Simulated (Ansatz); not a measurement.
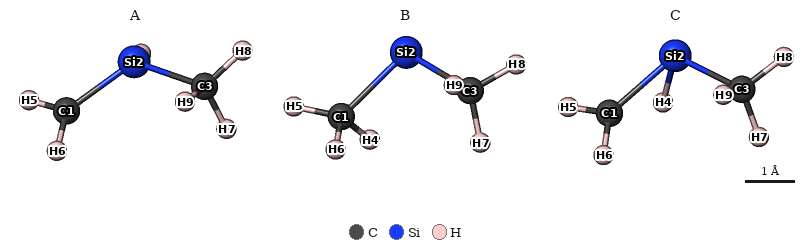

3 geometries from a converged minimum-energy path of C2H6Si, shuffled. The picture is a ball-and-stick view, seen at a tilt.

Method: UKS B3LYP/def2-mTZVP in Ansatz 0.2.0. Set-up: 9 movable images; climbing image; force threshold 0.03 eV/Å; iteration limit 60; starting path through a guess of the saddle point.

Which frame is the transition state?

Answer. C. In order along the path, whose images run from 0 to 10: B (image 3, +0.20 eV), C (image 5, +1.71 eV), A (image 7, +0.58 eV). A hydrogen atom shifts from one atom to another. Breaking: C1–H4 (1.10 → 1.75 at the top → 2.77 Å). Forming: Si2–H4 (2.53 → 1.58 at the top → 1.48 Å).
